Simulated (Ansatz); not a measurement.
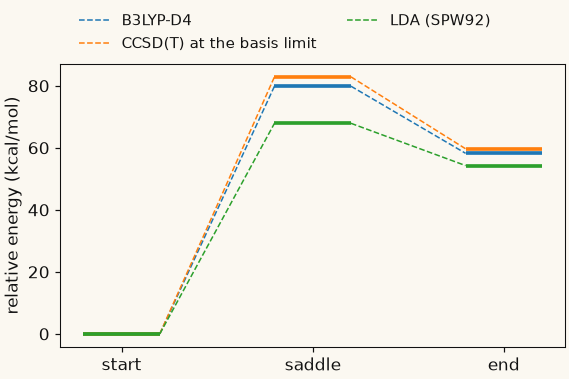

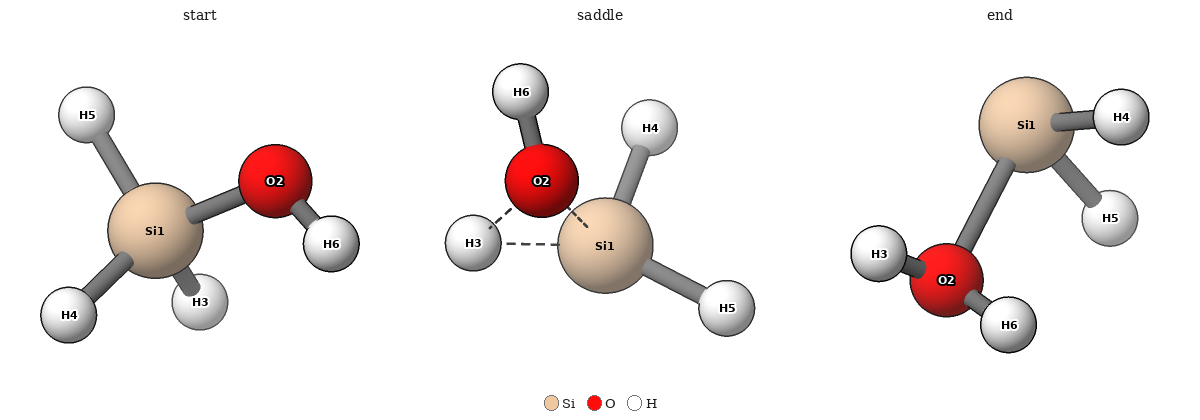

One elementary step of SiH₄O: start, first-order saddle point (changing pairs dashed) and end. Electronic energies at PBE0-D4/def2-TZVP geometries, energies in def2-TZVPP, the Ansatz code 0.2.0; cores frozen in correlated methods, no zero-point terms. Start and end are the structures at the ends of the path (complexes, where there are several molecules). The limit is the MP2 basis limit plus CCSD(T) less MP2 in triple zeta. Lines between the levels only guide the eye.

### Which bonds change in the step?

O2–H3 (2.60 → 1.26 → 0.96 Å) forms; Si1–H3 (1.49 → 1.63 → 2.56 Å) breaks; Si1–O2 (1.65 → 1.90 → 2.06 Å) lengthens (lengths at start, saddle and end; changes of bond order aren't listed). The imaginary mode at the saddle is 1522.4i cm⁻¹ (PBE0-D4).

### What are the heights of saddle and end over the start, in kcal/mol?

```csv
level,barrier,reverse barrier,step energy
B3LYP-D4,79.9,21.6,58.2
CCSD(T) at the basis limit,82.9,23.2,59.7
LDA (SPW92),67.9,13.6,54.3
```

Limits of at least one run: restricted reference unstable towards unrestricted.
